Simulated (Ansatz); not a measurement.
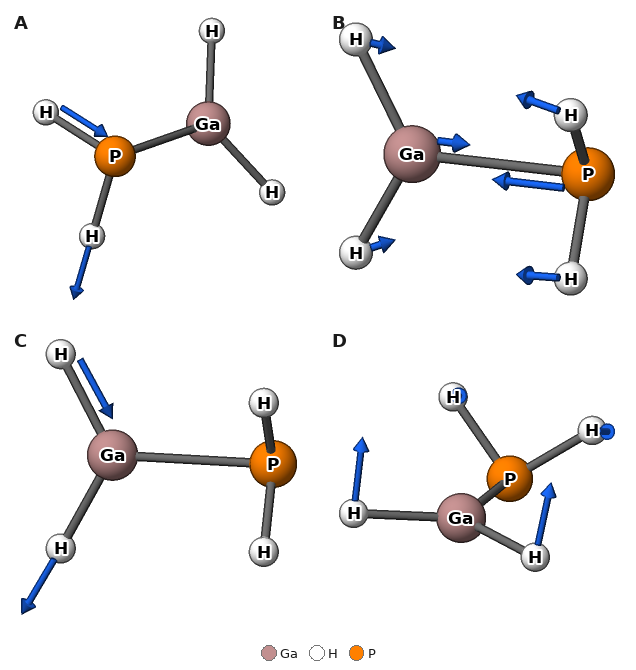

4 normal modes of one molecule or complex, as arrows. Harmonic vibrations computed with RKS PBE0-D4/def2-TZVP (Ansatz 0.2.0) at a stationary point of the same level.

Match the panels to the wavenumbers 356 cm⁻¹, 629 cm⁻¹, 1975 cm⁻¹, 2430 cm⁻¹.

A: 2430 cm⁻¹, out-of-phase stretching of 2 P–H bonds
B: 356 cm⁻¹, Ga–P stretching
C: 1975 cm⁻¹, out-of-phase stretching of 2 Ga–H bonds
D: 629 cm⁻¹
